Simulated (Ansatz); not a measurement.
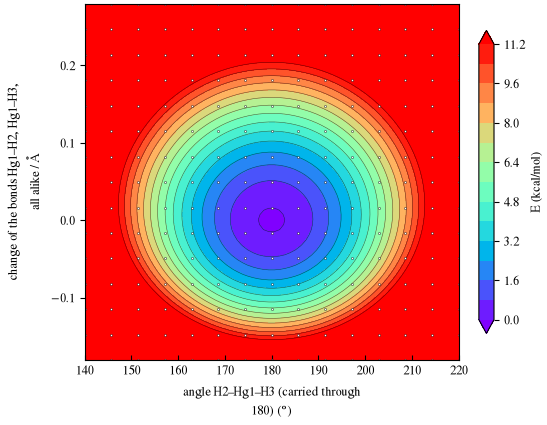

HgH2. Coordinates scanned: (1) angle H2–Hg1–H3 (carried through 180); (2) change of the bonds Hg1–H2, Hg1–H3, all alike. Nothing is relaxed (all other coordinates rigid). The grid has 15 × 15 points; 120 points were computed and 105 follow by symmetry. Points are written as (first, second). All energies are given in kcal/mol relative to the lowest grid point. Computed with Ansatz, RKS PBE0-D4/def2-TZVP.

Drawn: filled contours, dots at the grid points, one colour for all values above the top of the scale. Between grid points the surface is interpolated.

Question: Estimate the position of the minimum and the force constants in these coordinates.

Answer: The interpolated minimum is at the first coordinate ≈ 180.0°, the second coordinate ≈ 0.000 Å. The curvatures there are about 3.3 eV/rad² and 32 eV/Å², with a cross term of about 0 eV/(rad·Å). Round the minimum the two coordinates are nearly uncoupled. (1 eV is 23.1 kcal/mol.)
